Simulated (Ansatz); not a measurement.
## Run report: LiSbH3 (charge +1), molecular dynamics

LiSbH3, charge +1, computed with RHF/STO-3G (Ansatz 0.2.0).

Figures and captions count atoms from 1; the log counts them from 0 in places.

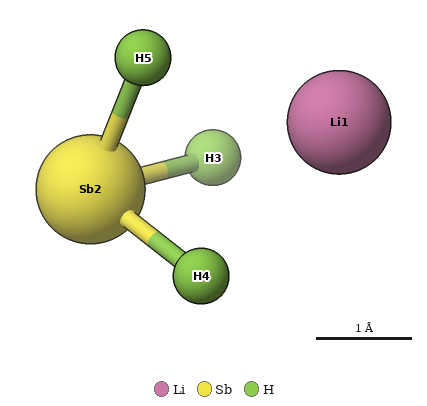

Fig. 1: The structure as given in the input (ball-and-stick view, seen at a tilt; atoms are numbered from 1 in the order of the input). Sticks mark near contacts.

The input:
```yaml
crystal:
  periodic: [false, false, false]
  atoms:
    - {symbol: Li, position_ang: [-0.663621, -0.026933, -1.437021]}
    - {symbol: Sb, position_ang: [0.498700, 0.019264, 1.081679]}
    - {symbol: H, position_ang: [1.145077, -0.673596, -0.372007]}
    - {symbol: H, position_ang: [0.034971, 1.375731, 0.104023]}
    - {symbol: H, position_ang: [-1.015227, -0.694468, 0.623425]}
basis:
  gaussian: {orbitals: STO-3G}
total_charge: 1
hamiltonian: {xc: hf}
md: {n_steps: 60, timestep: 0.25, temperature: 300, ensemble: nvt_langevin, seed: 168, friction: 0.05, initial_velocities: maxwell_boltzmann}
```

Machine: 2 threads of Intel Xeon @ 2.50GHz, 15 GiB of memory available, shared host.

Command:
```bash
ansatz run in.yaml --threads 2 --pin off --events-out ev --progress --plain --max-ram 5222MiB
```

Log:
```
Functional definition: HF
  name "HF"
  cite "Fock, Z. Phys. 61, 126 (1930) doi:10.1007/BF01340294"
  parent pbe
  exchange = exact_x
  correlation = 0
383 factors; integrals over basis functions are off by at most 6.8e-4 eV
mean field evaluation 1: about -170350.2183 eV, gradient 7.0e0 eV
mean field evaluation 2: about -170350.2226 eV, gradient 7.0e0 eV
mean field evaluation 4: about -170350.5351 eV, gradient 3.7e-1 eV
mean field evaluation 8: about -170350.5368 eV, gradient 6.8e-6 eV
mean field -170350.53683635 eV, -6260.2667609948 hartree, gradient 2.8e-5 eV, S^2 0.000000; 0 other end points of the search recorded, 0 dependent functions left out
the calculation of the forces begins
reference -170350.53683635 eV, -6260.2667609948 hartree; 28, 28 occupied and 7, 7 virtual orbitals, 383 factors
md step     0: t =     0.00 fs  T =   240.0 K  F+E_penalty+E_count = -170350.53683635 eV  E_kin = 0.155112 eV  (23 SCF iters)
these checks for a lower state are left out or cut short: starts, cluster_reference, orbital_swaps, neighbouring_geometries, increment
383 factors; integrals over basis functions are off by at most 6.8e-4 eV
mean field -170350.54144992 eV, -6260.2669305404 hartree, gradient 8.1e-5 eV, S^2 0.000000; 0 other end points of the search recorded, 0 dependent functions left out
the calculation of the forces begins
reference -170350.54144992 eV, -6260.2669305404 hartree; 28, 28 occupied and 7, 7 virtual orbitals, 383 factors
md step     1: t =     0.25 fs  T =   215.7 K  F+E_penalty+E_count = -170350.54144992 eV  E_kin = 0.139379 eV  (19 SCF iters)
[... from here on the SCF iterations and repeated set-up lines of each step are left out, up to the last step ...]
md step     2: t =     0.50 fs  T =   221.4 K  F+E_penalty+E_count = -170350.54529909 eV  E_kin = 0.143072 eV  (19 SCF iters)
md step     3: t =     0.75 fs  T =   214.2 K  F+E_penalty+E_count = -170350.54829157 eV  E_kin = 0.138424 eV  (19 SCF iters)
md step     4: t =     1.00 fs  T =   179.7 K  F+E_penalty+E_count = -170350.55076247 eV  E_kin = 0.116162 eV  (19 SCF iters)
md step     5: t =     1.25 fs  T =   171.5 K  F+E_penalty+E_count = -170350.55255966 eV  E_kin = 0.110835 eV  (19 SCF iters)
md step     6: t =     1.50 fs  T =   163.0 K  F+E_penalty+E_count = -170350.55345625 eV  E_kin = 0.105328 eV  (19 SCF iters)
md step     7: t =     1.75 fs  T =   172.6 K  F+E_penalty+E_count = -170350.55385003 eV  E_kin = 0.111539 eV  (19 SCF iters)
md step     8: t =     2.00 fs  T =   188.7 K  F+E_penalty+E_count = -170350.55345139 eV  E_kin = 0.121941 eV  (19 SCF iters)
md step     9: t =     2.25 fs  T =   174.6 K  F+E_penalty+E_count = -170350.55206801 eV  E_kin = 0.112875 eV  (19 SCF iters)
md step    10: t =     2.50 fs  T =   196.1 K  F+E_penalty+E_count = -170350.54986908 eV  E_kin = 0.126744 eV  (19 SCF iters)
md step    11: t =     2.75 fs  T =   190.0 K  F+E_penalty+E_count = -170350.54696255 eV  E_kin = 0.122804 eV  (19 SCF iters)
md step    12: t =     3.00 fs  T =   171.5 K  F+E_penalty+E_count = -170350.54338589 eV  E_kin = 0.110836 eV  (19 SCF iters)
md step    13: t =     3.25 fs  T =   147.8 K  F+E_penalty+E_count = -170350.53900169 eV  E_kin = 0.095523 eV  (19 SCF iters)
md step    14: t =     3.50 fs  T =   152.6 K  F+E_penalty+E_count = -170350.53442909 eV  E_kin = 0.098609 eV  (19 SCF iters)
md step    15: t =     3.75 fs  T =   155.2 K  F+E_penalty+E_count = -170350.53058924 eV  E_kin = 0.100280 eV  (18 SCF iters)
md step    16: t =     4.00 fs  T =   121.0 K  F+E_penalty+E_count = -170350.52798955 eV  E_kin = 0.078223 eV  (19 SCF iters)
md step    17: t =     4.25 fs  T =   109.1 K  F+E_penalty+E_count = -170350.52672821 eV  E_kin = 0.070521 eV  (19 SCF iters)
md step    18: t =     4.50 fs  T =   110.1 K  F+E_penalty+E_count = -170350.52611812 eV  E_kin = 0.071131 eV  (19 SCF iters)
md step    19: t =     4.75 fs  T =    99.3 K  F+E_penalty+E_count = -170350.52628954 eV  E_kin = 0.064209 eV  (18 SCF iters)
md step    20: t =     5.00 fs  T =    97.0 K  F+E_penalty+E_count = -170350.52723817 eV  E_kin = 0.062689 eV  (19 SCF iters)
md step    21: t =     5.25 fs  T =    96.9 K  F+E_penalty+E_count = -170350.52902554 eV  E_kin = 0.062630 eV  (19 SCF iters)
md step    22: t =     5.50 fs  T =   108.0 K  F+E_penalty+E_count = -170350.53195113 eV  E_kin = 0.069792 eV  (18 SCF iters)
md step    23: t =     5.75 fs  T =   119.2 K  F+E_penalty+E_count = -170350.53465269 eV  E_kin = 0.077068 eV  (19 SCF iters)
md step    24: t =     6.00 fs  T =   138.5 K  F+E_penalty+E_count = -170350.53796452 eV  E_kin = 0.089529 eV  (36 SCF iters)
md step    25: t =     6.25 fs  T =   176.4 K  F+E_penalty+E_count = -170350.54212166 eV  E_kin = 0.114028 eV  (18 SCF iters)
md step    26: t =     6.50 fs  T =   166.2 K  F+E_penalty+E_count = -170350.54579864 eV  E_kin = 0.107411 eV  (19 SCF iters)
md step    27: t =     6.75 fs  T =   187.8 K  F+E_penalty+E_count = -170350.54981829 eV  E_kin = 0.121349 eV  (19 SCF iters)
md step    28: t =     7.00 fs  T =   198.3 K  F+E_penalty+E_count = -170350.55370417 eV  E_kin = 0.128144 eV  (19 SCF iters)
md step    29: t =     7.25 fs  T =   182.3 K  F+E_penalty+E_count = -170350.55649069 eV  E_kin = 0.117812 eV  (18 SCF iters)
md step    30: t =     7.50 fs  T =   191.4 K  F+E_penalty+E_count = -170350.55881013 eV  E_kin = 0.123682 eV  (18 SCF iters)
md step    31: t =     7.75 fs  T =   168.4 K  F+E_penalty+E_count = -170350.56075298 eV  E_kin = 0.108867 eV  (18 SCF iters)
md step    32: t =     8.00 fs  T =   224.5 K  F+E_penalty+E_count = -170350.56198628 eV  E_kin = 0.145076 eV  (18 SCF iters)
md step    33: t =     8.25 fs  T =   234.6 K  F+E_penalty+E_count = -170350.56181320 eV  E_kin = 0.151651 eV  (19 SCF iters)
md step    34: t =     8.50 fs  T =   239.4 K  F+E_penalty+E_count = -170350.56022073 eV  E_kin = 0.154748 eV  (18 SCF iters)
md step    35: t =     8.75 fs  T =   219.2 K  F+E_penalty+E_count = -170350.55745666 eV  E_kin = 0.141665 eV  (19 SCF iters)
md step    36: t =     9.00 fs  T =   216.2 K  F+E_penalty+E_count = -170350.55377861 eV  E_kin = 0.139713 eV  (18 SCF iters)
md step    37: t =     9.25 fs  T =   189.4 K  F+E_penalty+E_count = -170350.55035067 eV  E_kin = 0.122429 eV  (18 SCF iters)
md step    38: t =     9.50 fs  T =   193.1 K  F+E_penalty+E_count = -170350.54728620 eV  E_kin = 0.124795 eV  (18 SCF iters)
md step    39: t =     9.75 fs  T =   174.7 K  F+E_penalty+E_count = -170350.54400776 eV  E_kin = 0.112929 eV  (18 SCF iters)
md step    40: t =    10.00 fs  T =   187.6 K  F+E_penalty+E_count = -170350.54129510 eV  E_kin = 0.121248 eV  (19 SCF iters)
md step    41: t =    10.25 fs  T =   198.1 K  F+E_penalty+E_count = -170350.53967323 eV  E_kin = 0.128062 eV  (19 SCF iters)
md step    42: t =    10.50 fs  T =   212.8 K  F+E_penalty+E_count = -170350.53901987 eV  E_kin = 0.137522 eV  (19 SCF iters)
md step    43: t =    10.75 fs  T =   196.2 K  F+E_penalty+E_count = -170350.53940283 eV  E_kin = 0.126812 eV  (19 SCF iters)
md step    44: t =    11.00 fs  T =   173.4 K  F+E_penalty+E_count = -170350.54028135 eV  E_kin = 0.112043 eV  (19 SCF iters)
md step    45: t =    11.25 fs  T =   183.4 K  F+E_penalty+E_count = -170350.54164982 eV  E_kin = 0.118518 eV  (19 SCF iters)
md step    46: t =    11.50 fs  T =   197.6 K  F+E_penalty+E_count = -170350.54427154 eV  E_kin = 0.127708 eV  (19 SCF iters)
md step    47: t =    11.75 fs  T =   210.4 K  F+E_penalty+E_count = -170350.54761945 eV  E_kin = 0.135999 eV  (18 SCF iters)
md step    48: t =    12.00 fs  T =   189.1 K  F+E_penalty+E_count = -170350.55147210 eV  E_kin = 0.122217 eV  (19 SCF iters)
md step    49: t =    12.25 fs  T =   186.0 K  F+E_penalty+E_count = -170350.55508651 eV  E_kin = 0.120243 eV  (18 SCF iters)
md step    50: t =    12.50 fs  T =   239.1 K  F+E_penalty+E_count = -170350.55918960 eV  E_kin = 0.154547 eV  (19 SCF iters)
md step    51: t =    12.75 fs  T =   216.1 K  F+E_penalty+E_count = -170350.56430337 eV  E_kin = 0.139684 eV  (19 SCF iters)
md step    52: t =    13.00 fs  T =   210.5 K  F+E_penalty+E_count = -170350.56944260 eV  E_kin = 0.136077 eV  (19 SCF iters)
md step    53: t =    13.25 fs  T =   217.2 K  F+E_penalty+E_count = -170350.57432175 eV  E_kin = 0.140359 eV  (19 SCF iters)
md step    54: t =    13.50 fs  T =   218.7 K  F+E_penalty+E_count = -170350.57849850 eV  E_kin = 0.141351 eV  (19 SCF iters)
md step    55: t =    13.75 fs  T =   200.2 K  F+E_penalty+E_count = -170350.58205785 eV  E_kin = 0.129408 eV  (19 SCF iters)
md step    56: t =    14.00 fs  T =   167.1 K  F+E_penalty+E_count = -170350.58504804 eV  E_kin = 0.108005 eV  (19 SCF iters)
md step    57: t =    14.25 fs  T =   151.4 K  F+E_penalty+E_count = -170350.58729271 eV  E_kin = 0.097824 eV  (19 SCF iters)
md step    58: t =    14.50 fs  T =   157.2 K  F+E_penalty+E_count = -170350.58898714 eV  E_kin = 0.101626 eV  (19 SCF iters)
md step    59: t =    14.75 fs  T =   165.6 K  F+E_penalty+E_count = -170350.59020264 eV  E_kin = 0.107059 eV  (19 SCF iters)
these checks for a lower state are left out or cut short: starts, cluster_reference, orbital_swaps, neighbouring_geometries, increment
383 factors; integrals over basis functions are off by at most 6.5e-4 eV
mean field evaluation 320: about -170350.5872 eV, gradient 1.6e-4 eV
mean field -170350.59115647 eV, -6260.2687572225 hartree, gradient 8.4e-5 eV, S^2 0.000000; 0 other end points of the search recorded, 0 dependent functions left out
the calculation of the forces begins
reference -170350.59115647 eV, -6260.2687572225 hartree; 28, 28 occupied and 7, 7 virtual orbitals, 383 factors
383 factors; integrals over basis functions are off by at most 6.5e-4 eV
mean field -170350.59115647 eV, -6260.2687572225 hartree, gradient 8.4e-5 eV, S^2 0.000000; 1 other end points of the search recorded, 0 dependent functions left out
the calculation of the forces begins
reference -170350.59115647 eV, -6260.2687572225 hartree; 28, 28 occupied and 7, 7 virtual orbitals, 383 factors
md step    60: t =    15.00 fs  T =   127.3 K  F+E_penalty+E_count = -170350.59115647 eV  E_kin = 0.082245 eV  (35 SCF iters)
```

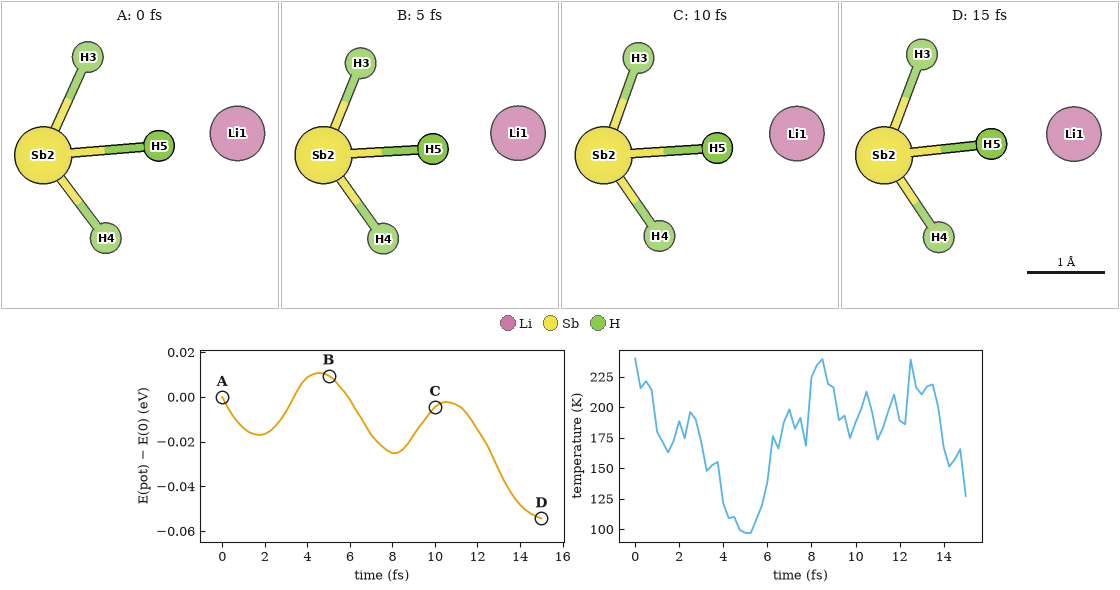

Fig. 2: Frames of the molecular dynamics (ball-and-stick, seen at a tilt) above the curves, on which the letters mark them. The trajectory kept here has 61 frames over 15 fs. The temperature starts at 240 K, ranges from 97 to 240 K and averages 195 K over the second half. The potential energy ends 0.054 eV below its first value. After an unweighted best fit of the last frame on the first, the root-mean-square displacement is 0.05 Å, and Sb2 has moved furthest (0.08 Å).

```
Total energy: -170350.59115647 eV, -6260.2687572225 hartree
Atom 0 at    -0.576632    -0.044629    -1.407406 Å, force     0.067829    -0.030102     0.044209 eV/Å
Atom 1 at     0.497178     0.024084     1.083456 Å, force     0.579399    -0.500446    -0.140010 eV/Å
Atom 2 at     1.300000    -0.592961    -0.308554 Å, force    -0.287867     0.181906     0.392369 eV/Å
Atom 3 at     0.008167     1.360549     0.209905 Å, force    -0.266007     0.227351    -0.198329 eV/Å
Atom 4 at    -0.889339    -0.849532     0.691462 Å, force    -0.093354     0.121291    -0.098239 eV/Å
Dipole moment:    -0.744995    -0.043031    -1.673230 e Å
```

Trajectory as extended XYZ (Å, eV, eV/Å), 18 of the 61 frames kept, from step=0 to step=60:
```
5
Properties=species:S:1:pos:R:3:forces:R:3 step=0 time_fs=0.0 energy=-170350.53684 temperature=240.0
Li   -0.6636   -0.0269   -1.4370    0.1661   0.0067   0.3598
Sb    0.4987    0.0193    1.0817   -0.8288  -0.0294  -1.8018
H     1.1451   -0.6736   -0.3720   -0.1017   0.2083   0.6259
H     0.0350    1.3757    0.1040    0.2275  -0.3995   0.4858
H    -1.0152   -0.6945    0.6234    0.5369   0.2139   0.3303
5
Properties=species:S:1:pos:R:3:forces:R:3 step=4 time_fs=1.0 energy=-170350.55076 temperature=179.7
Li   -0.6714   -0.0300   -1.4358    0.1723   0.0440   0.3390
Sb    0.4988    0.0193    1.0815   -0.5431   0.4176  -1.5766
H     1.1554   -0.6467   -0.3607   -0.0374   0.0510   0.4486
H     0.0310    1.3867    0.0994    0.2231  -0.5443   0.5837
H    -0.9887   -0.6937    0.6406    0.1851   0.0317   0.2053
5
Properties=species:S:1:pos:R:3:forces:R:3 step=7 time_fs=1.8 energy=-170350.55385 temperature=172.6
Li   -0.6742   -0.0323   -1.4356    0.1697   0.0675   0.3207
Sb    0.4990    0.0192    1.0810   -0.3254   0.7325  -1.3105
H     1.1615   -0.6281   -0.3493    0.0369  -0.0780   0.2650
H     0.0288    1.3920    0.1004    0.2194  -0.5908   0.6145
H    -0.9706   -0.6883    0.6511   -0.1006  -0.1311   0.1103
5
Properties=species:S:1:pos:R:3:forces:R:3 step=11 time_fs=2.8 energy=-170350.54696 temperature=190.0
Li   -0.6737   -0.0352   -1.4370    0.1570   0.0919   0.2938
Sb    0.4996    0.0187    1.0796   -0.0683   1.1179  -0.8412
H     1.1731   -0.6031   -0.3296    0.1668  -0.2602  -0.0457
H     0.0253    1.3964    0.1076    0.2140  -0.5963   0.6093
H    -0.9482   -0.6814    0.6599   -0.4694  -0.3533  -0.0163
5
Properties=species:S:1:pos:R:3:forces:R:3 step=14 time_fs=3.5 energy=-170350.53443 temperature=152.6
Li   -0.6715   -0.0367   -1.4381    0.1414   0.1050   0.2789
Sb    0.5002    0.0182    1.0787   -0.0195   1.3543  -0.4619
H     1.1807   -0.5842   -0.3127    0.2984  -0.4087  -0.3274
H     0.0226    1.3987    0.1152    0.2152  -0.5810   0.5942
H    -0.9381   -0.6775    0.6608   -0.6355  -0.4696  -0.0838
5
Properties=species:S:1:pos:R:3:forces:R:3 step=18 time_fs=4.5 energy=-170350.52612 temperature=110.1
Li   -0.6700   -0.0414   -1.4393    0.1216   0.1065   0.2653
Sb    0.5009    0.0180    1.0785   -0.0797   1.4409  -0.0136
H     1.1915   -0.5616   -0.2943    0.4384  -0.5719  -0.6366
H     0.0199    1.3932    0.1293    0.1809  -0.4524   0.5198
H    -0.9348   -0.6798    0.6655   -0.6612  -0.5231  -0.1349
5
Properties=species:S:1:pos:R:3:forces:R:3 step=21 time_fs=5.2 energy=-170350.52903 temperature=96.9
Li   -0.6683   -0.0455   -1.4394    0.1089   0.1001   0.2560
Sb    0.5011    0.0179    1.0784   -0.1662   1.3722   0.2072
H     1.1994   -0.5515   -0.2854    0.4873  -0.6385  -0.7655
H     0.0185    1.3871    0.1390    0.1384  -0.3448   0.4503
H    -0.9374   -0.6888    0.6731   -0.5684  -0.4889  -0.1480
5
Properties=species:S:1:pos:R:3:forces:R:3 step=25 time_fs=6.2 energy=-170350.54212 temperature=176.4
Li   -0.6657   -0.0479   -1.4389    0.0882   0.0770   0.2439
Sb    0.5009    0.0183    1.0789   -0.3475   1.0488   0.4955
H     1.2130   -0.5492   -0.2704    0.5241  -0.6819  -0.8789
H     0.0197    1.3704    0.1540    0.0512  -0.0759   0.2704
H    -0.9477   -0.7045    0.6806   -0.3160  -0.3681  -0.1310
5
Properties=species:S:1:pos:R:3:forces:R:3 step=28 time_fs=7.0 energy=-170350.55370 temperature=198.3
Li   -0.6632   -0.0472   -1.4383    0.0724   0.0519   0.2402
Sb    0.5008    0.0188    1.0795   -0.5368   0.6554   0.6134
H     1.2266   -0.5526   -0.2612    0.5006  -0.6533  -0.8685
H     0.0205    1.3574    0.1674   -0.0213   0.1501   0.1058
H    -0.9601   -0.7221    0.6814   -0.0148  -0.2042  -0.0909
5
Properties=species:S:1:pos:R:3:forces:R:3 step=32 time_fs=8.0 energy=-170350.56199 temperature=224.5
Li   -0.6569   -0.0450   -1.4385    0.0588   0.0193   0.2421
Sb    0.5006    0.0196    1.0804   -0.7148   0.1021   0.5575
H     1.2466   -0.5582   -0.2600    0.3628  -0.5328  -0.6876
H     0.0202    1.3466    0.1853   -0.1008   0.3798  -0.0738
H    -0.9788   -0.7461    0.6815    0.3941   0.0316  -0.0382
5
Properties=species:S:1:pos:R:3:forces:R:3 step=35 time_fs=8.8 energy=-170350.55746 temperature=219.2
Li   -0.6499   -0.0441   -1.4373    0.0499  -0.0083   0.2411
Sb    0.5004    0.0202    1.0810   -0.7817  -0.3730   0.4512
H     1.2608   -0.5658   -0.2649    0.2085  -0.3966  -0.4750
H     0.0190    1.3385    0.1999   -0.1643   0.5649  -0.2194
H    -0.9935   -0.7650    0.6815    0.6876   0.2130   0.0022
5
Properties=species:S:1:pos:R:3:forces:R:3 step=39 time_fs=9.8 energy=-170350.54401 temperature=174.7
Li   -0.6386   -0.0434   -1.4327    0.0418  -0.0367   0.2281
Sb    0.5005    0.0209    1.0815   -0.7569  -0.8585   0.3041
H     1.2727   -0.5769   -0.2765    0.0170  -0.2222  -0.2057
H     0.0140    1.3301    0.2137   -0.2281   0.7386  -0.3633
H    -1.0042   -0.7862    0.6853    0.9263   0.3788   0.0368
5
Properties=species:S:1:pos:R:3:forces:R:3 step=42 time_fs=10.5 energy=-170350.53902 temperature=212.8
Li   -0.6287   -0.0428   -1.4298    0.0459  -0.0512   0.2153
Sb    0.5003    0.0215    1.0820   -0.6323  -1.1032   0.1258
H     1.2810   -0.5860   -0.2883   -0.1310  -0.0870   0.0254
H     0.0115    1.3256    0.2161   -0.2619   0.7956  -0.4184
H    -1.0025   -0.7996    0.6863    0.9792   0.4458   0.0519
5
Properties=species:S:1:pos:R:3:forces:R:3 step=46 time_fs=11.5 energy=-170350.54427 temperature=197.6
Li   -0.6158   -0.0416   -1.4257    0.0572  -0.0604   0.1855
Sb    0.5001    0.0220    1.0825   -0.3504  -1.2469  -0.0525
H     1.2927   -0.5967   -0.2999   -0.2813   0.0620   0.2696
H     0.0103    1.3235    0.2155   -0.2948   0.7956  -0.4489
H    -0.9849   -0.8151    0.6875    0.8693   0.4498   0.0464
5
Properties=species:S:1:pos:R:3:forces:R:3 step=49 time_fs=12.2 energy=-170350.55509 temperature=186.0
Li   -0.6070   -0.0426   -1.4217    0.0646  -0.0606   0.1561
Sb    0.4998    0.0225    1.0830   -0.1026  -1.2318  -0.1021
H     1.2971   -0.5976   -0.3070   -0.3331   0.1304   0.3682
H     0.0063    1.3251    0.2181   -0.3123   0.7694  -0.4508
H    -0.9637   -0.8244    0.6877    0.6834   0.3926   0.0287
5
Properties=species:S:1:pos:R:3:forces:R:3 step=53 time_fs=13.2 energy=-170350.57432 temperature=217.2
Li   -0.5958   -0.0445   -1.4161    0.0702  -0.0501   0.1111
Sb    0.4990    0.0234    1.0831    0.2052  -0.9972  -0.1351
H     1.3011   -0.5924   -0.3117   -0.3476   0.1602   0.4166
H     0.0049    1.3365    0.2171   -0.3107   0.5961  -0.3689
H    -0.9328   -0.8362    0.6918    0.3830   0.2911  -0.0236
5
Properties=species:S:1:pos:R:3:forces:R:3 step=56 time_fs=14.0 energy=-170350.58505 temperature=167.1
Li   -0.5882   -0.0455   -1.4124    0.0730  -0.0411   0.0836
Sb    0.4981    0.0239    1.0832    0.3802  -0.7688  -0.1832
H     1.3017   -0.5914   -0.3123   -0.3311   0.1803   0.4293
H     0.0044    1.3478    0.2126   -0.2889   0.4024  -0.2760
H    -0.9102   -0.8468    0.6909    0.1668   0.2271  -0.0536
5
Properties=species:S:1:pos:R:3:forces:R:3 step=60 time_fs=15.0 energy=-170350.59116 temperature=127.3
Li   -0.5766   -0.0446   -1.4074    0.0678  -0.0301   0.0442
Sb    0.4972    0.0241    1.0835    0.5794  -0.5004  -0.1400
H     1.3000   -0.5930   -0.3086   -0.2879   0.1819   0.3924
H     0.0082    1.3605    0.2099   -0.2660   0.2274  -0.1983
H    -0.8893   -0.8495    0.6915   -0.0934   0.1213  -0.0982
```

Key numbers:

- outcome: finished
- mean temperature over the second half: 195 K
- trajectory: 60 steps, 15 fs
- ensemble: nvt_langevin
- temperature in the input: 300 K
- time step: 0.25 fs
- potential energy (last step): −170350.5912 eV
- SCF solution under orbital rotations (last step): stable
- largest force (length of the vector) (last step): 0.778 eV/Å
- wall time: 20 s (CPU time 35 s)
- peak memory: 0.31 GiB

Notes:

So short a trajectory is not equilibrated. The logged temperature at the start can lie below the typed one, since it is counted over all degrees of freedom. The temperature stays far from the 300 K of the thermostat over the second half: the run isn't equilibrated.
